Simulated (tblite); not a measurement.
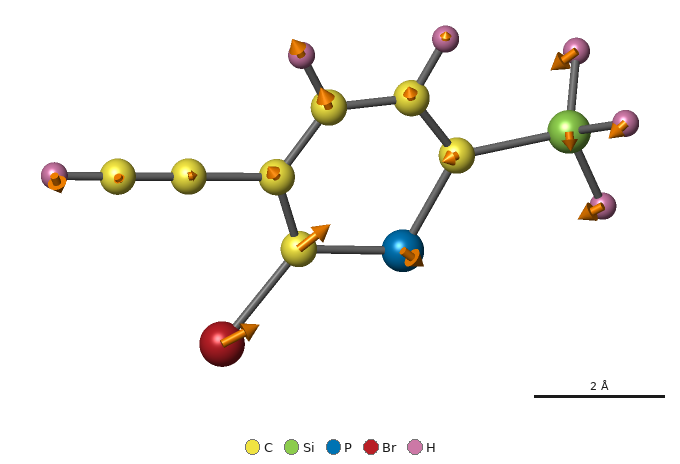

A relaxation of C7H6BrPSi. The starting structure is drawn; orange arrows show the displacements, magnified 5 times. The two geometries are superimposed by the best rigid fit.

A ball-and-stick model, seen at a tilt.

The calculation used tblite 0.8.0, GFN2-xTB geometry optimisation, gas phase. 

Q: What did the optimiser do to the structure, and how much energy did it gain?

A: The energy falls by 0.435 eV in 38 geometry steps. The largest move after the best rigid fit is that of the Br atom, 0.13 Å. By element the largest moves are Br 0.13 Å, C 0.13 Å, H 0.11 Å, P 0.10 Å, Si 0.06 Å. Some distances before and after: C–C 1.479 → 1.415 Å, C–Si 1.848 → 1.897 Å, H–Si 1.487 → 1.460 Å, C–C 1.371 → 1.397 Å. Among the angles between lasting bonds that change: C–C–P 116.4° → 126.6°, C–P–C 109.7° → 100.5°, C–C–P 116.0° → 123.2°.
